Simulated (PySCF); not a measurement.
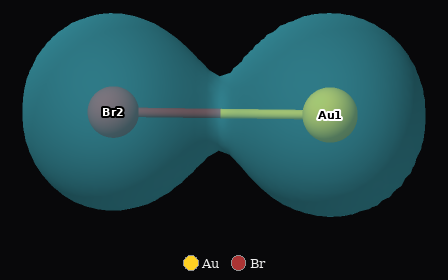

*AuBr. Isosurface of the electron density at 0.5 e/Å³ (cyan), seen from one side.*

Core potentials replace the inner electrons of Au.

All numbers below come from PBE0/cc-pVDZ(-PP), non-relativistic Hamiltonian with scalar-relativistic core potentials where named, at a bond length of 2.371 Å (PySCF 2.14.0).

```json
{"atom": "Au", "x (Å)": "0.0000", "y (Å)": "0.0000", "z (Å)": "-0.6782"}
{"atom": "Br", "x (Å)": "0.0000", "y (Å)": "0.0000", "z (Å)": "1.6928"}
```

How is the density connected at this value?

Answer. At this value the surface is in one piece. It bridges the sampled Au–Br (2.37 Å) contact, where the density stays above the isovalue. On the grid the lowest density along these lines, outside the cores, is 0.65 e/Å³ (Au–Br, 2.37 Å).
